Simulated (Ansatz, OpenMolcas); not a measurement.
# How basis sets differ on CH6O2Si (SMILES C[SiH](O)O)

CH6O2Si: 10 atoms, total charge 0, spin state singlet. As SMILES, `C[SiH](O)O`. The coordinates come from a PBE0-D4/def2-TZVP relaxation. This is one conformer, not always the lowest.

Quantity: the HOMO–LUMO gap, in eV. The values are calculated.

| level | kind | program | value (eV) | CPU time |
| --- | --- | --- | --- | --- |
| HF/ANO-R0 (sfX2C) | Hartree–Fock | OpenMolcas | 16.80 | 4.7 s |
| HF/ANO-RCC-MB (DKH2) | Hartree–Fock | OpenMolcas | 20.73 | 6.6 s |
| HF/ANO-XS-MB (DKH2) | Hartree–Fock | OpenMolcas | 20.28 | 2.4 s |
| HF/STO-3G | Hartree–Fock | OpenMolcas | 22.61 | 2 s |
| HF/3-21G | Hartree–Fock | OpenMolcas | 17.85 | 2.5 s |
| HF/cc-pVDZ | Hartree–Fock | Ansatz | 16.57 | 3.3 s |

The values span 16.57 to 22.61 eV. A Hartree–Fock LUMO above zero doesn't converge with the basis: it sinks as sets grow more diffuse. Orbital gaps aren't excitation energies. Times are those of the runs behind each value, whatever else they computed, on shared processors of several kinds: orders of magnitude only.

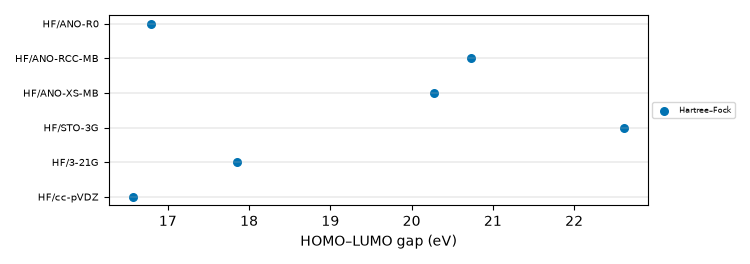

The values of the table, level by level.
